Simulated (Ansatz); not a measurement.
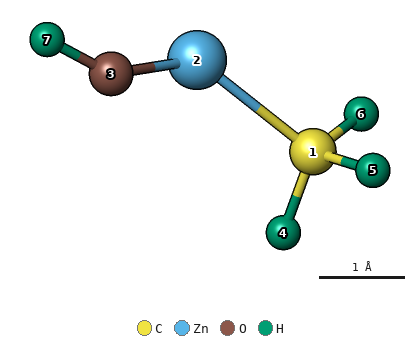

*The input geometry (ball-and-stick view, seen at a tilt; atoms are numbered from 1 in the order of the input). Sticks mark near contacts.*

**Frequency calculation of CH₄OZn**

- system: CH₄OZn, SMILES [CH3][Zn][OH]
- method: HF/STO-3G, RHF (Ansatz 0.2.0)

The geometry was optimised with HF/STO-3G. Figures and captions count atoms from 1; the log counts them from 0 in places.

### The program's output
```
Functional definition: HF
  name "HF"
  exchange = exact_x
  correlation = 0
370 factors; integrals over basis functions are off by at most 1.3e-4 eV
mean field evaluation 1: about -50573.6685 eV, gradient 3.8e2 eV
mean field evaluation 2: about -50574.0912 eV, gradient 3.8e2 eV
mean field evaluation 4: about -50811.7976 eV, gradient 1.3e2 eV
mean field evaluation 8: about -50909.7595 eV, gradient 5.3e0 eV
mean field evaluation 16: about -50909.8808 eV, gradient 2.4e-3 eV
mean field evaluation 32: about -50841.2541 eV, gradient 2.3e1 eV
mean field evaluation 64: about -50881.9476 eV, gradient 3.0e1 eV
mean field evaluation 96: about -50909.6656 eV, gradient 2.9e-1 eV
mean field evaluation 128: about -50839.9226 eV, gradient 1.3e2 eV
mean field -50909.88082949 eV, -1870.9036125273 hartree, gradient 2.8e-5 eV, S^2 0.000000; 2 other end points of the search recorded, 0 dependent functions left out
the calculation of the forces begins
reference -50909.88082949 eV, -1870.9036125273 hartree; 24, 24 occupied and 8, 8 virtual orbitals, 370 factors
these checks for a lower state are left out or cut short: stability, starts, cluster_reference, orbital_swaps, neighbouring_geometries, increment
370 factors; integrals over basis functions are off by at most 1.3e-4 eV
mean field evaluation 160: about -50909.8806 eV, gradient 7.4e-4 eV
mean field -50909.88064103 eV, -1870.9036056014 hartree, gradient 4.4e-6 eV, S^2 0.000000; 0 other end points of the search recorded, 0 dependent functions left out
[... from here on the field's lines of each further geometry are left out, up to the last ...]
the calculation of the forces begins
reference -50909.88080412 eV, -1870.9036115946 hartree; 24, 24 occupied and 8, 8 virtual orbitals, 370 factors
these checks for a lower state are left out or cut short: stability, starts, cluster_reference, orbital_swaps, neighbouring_geometries, increment
370 factors; integrals over basis functions are off by at most 1.3e-4 eV
mean field evaluation 448: about -50909.8808 eV, gradient 1.4e-6 eV
mean field -50909.88080312 eV, -1870.9036115579 hartree, gradient 4.4e-6 eV, S^2 0.000000; 0 other end points of the search recorded, 0 dependent functions left out
the calculation of the forces begins
reference -50909.88080312 eV, -1870.9036115579 hartree; 24, 24 occupied and 8, 8 virtual orbitals, 370 factors
Total energy: -50909.88082949 eV, -1870.9036125273 hartree
Atom 0 at    -0.857932     0.577313    -0.251538 Å, force    -0.000649     0.000304    -0.000666 eV/Å
Atom 1 at     0.470712    -0.248470     0.703480 Å, force     0.001632    -0.001060     0.000279 eV/Å
Atom 2 at     1.583288    -1.094174     0.299259 Å, force    -0.001689     0.001141    -0.000107 eV/Å
Atom 3 at    -1.475530    -0.124030    -0.800132 Å, force     0.000264     0.000349     0.000316 eV/Å
Atom 4 at    -0.472781     1.277952    -0.983001 Å, force    -0.000229    -0.000240     0.000419 eV/Å
Atom 5 at    -1.529171     1.139963     0.381480 Å, force     0.000122    -0.000133    -0.000487 eV/Å
Atom 6 at     2.342414    -1.596754     0.604753 Å, force     0.000549    -0.000361     0.000247 eV/Å
Dipole moment:     0.299139    -0.220929    -0.058347 e Å
Vibrations: 49.83 191.94 520.74 603.27 706.40 808.37 842.32 1052.85 1663.40 1862.85 1867.06 3525.54 3690.70 3714.69 4497.36 cm⁻¹, zero-point energy 1.586832 eV
```

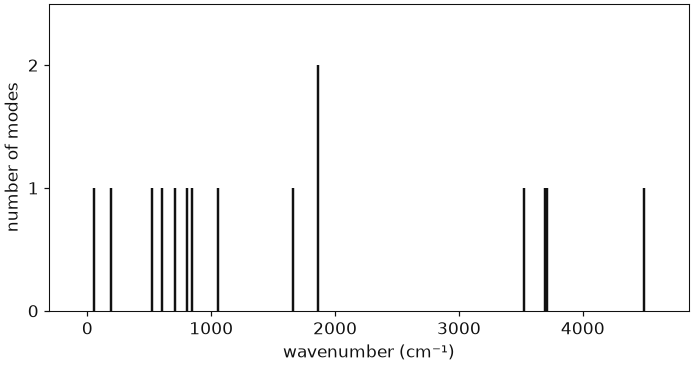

*Harmonic vibrational wavenumbers from the force constants; neighbouring modes closer than 20 cm⁻¹ are counted in one stick.*

15 modes from 50 to 4497 cm⁻¹, none imaginary.

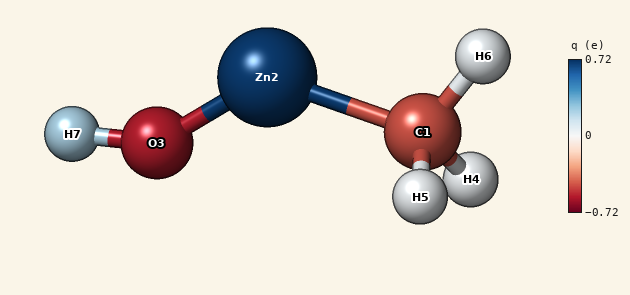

*Mulliken charges, as the colour of each atom (ball-and-stick view, seen at a tilt; atoms are numbered from 1 in the order of the input; Mulliken charges depend strongly on the basis).*

By element: C −0.46, Zn +0.68, O −0.56 and H +0.03 to +0.23 e.

The run was set up as follows.

### Input
```yaml
crystal:
  periodic: [false, false, false]
  atoms:
    - {symbol: C, position_ang: [-0.857932, 0.577313, -0.251538]}
    - {symbol: Zn, position_ang: [0.470712, -0.248470, 0.703480]}
    - {symbol: O, position_ang: [1.583288, -1.094174, 0.299259]}
    - {symbol: H, position_ang: [-1.475530, -0.124030, -0.800132]}
    - {symbol: H, position_ang: [-0.472781, 1.277952, -0.983001]}
    - {symbol: H, position_ang: [-1.529171, 1.139963, 0.381480]}
    - {symbol: H, position_ang: [2.342414, -1.596754, 0.604753]}
basis:
  gaussian: {orbitals: STO-3G}
hamiltonian: {xc: hf}
phonons: {temperatures: {t_min: 298.15, t_max: 298.15, t_step: 1}}
```

Run as:
```bash
ansatz run job.yaml --threads 1 --pin off --max-ram 3480MiB --events-out events.jsonl --progress --plain --runs-dir runs
```

### Summary

| quantity | value |
| --- | --- |
| outcome | converged |
| total energy | −1870.903613 hartree |
| basis functions | 32 |
| largest force | 0.002 eV/Å |
| zero-point energy | 0.058315 hartree |
| dipole moment | 1.81 D |
| wavenumbers, lowest and highest | 50 and 4497 cm⁻¹ |
| hardware | 1 thread of AMD EPYC (Zen 5), 16 GiB of memory available, shared host |
| wall time | 7.2 s |
| peak memory | 0.093 GiB |
